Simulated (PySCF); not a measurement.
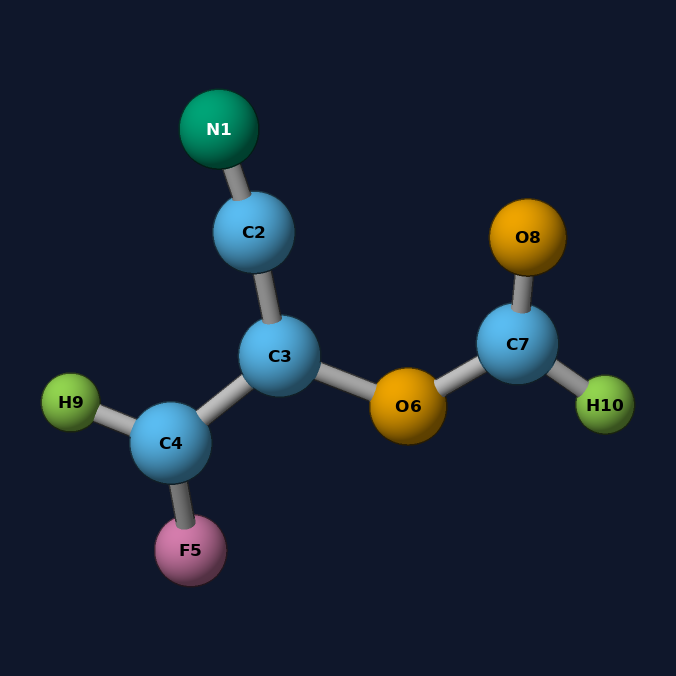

The questions are on Mulliken spin populations. The species has charge −1 and is a spin doublet. The geometry was computed by an optimisation with GFN2-xTB. No frequency run is at hand to confirm it as a minimum. Method: UKS B3LYP, pcH-1 on C F H N O, non-relativistic (PySCF 2.14.0).

Which atom carries the largest spin population?

Answer. C4 (0.61 e).

Which atom has the lowest spin population?

Answer. O6 (−0.03 e); a negative value comes from spin polarisation.

Give the Mulliken spin populations atom by atom.

| atom | value (e) |
| --- | --- |
| N1 | 0.15 |
| C2 | −0.01 |
| C3 | 0.14 |
| C4 | 0.61 |
| F5 | 0.03 |
| O6 | −0.03 |
| C7 | 0.09 |
| O8 | 0.04 |
| H9 | −0.02 |
| H10 | −0.01 |

Mulliken values depend strongly on the basis set.
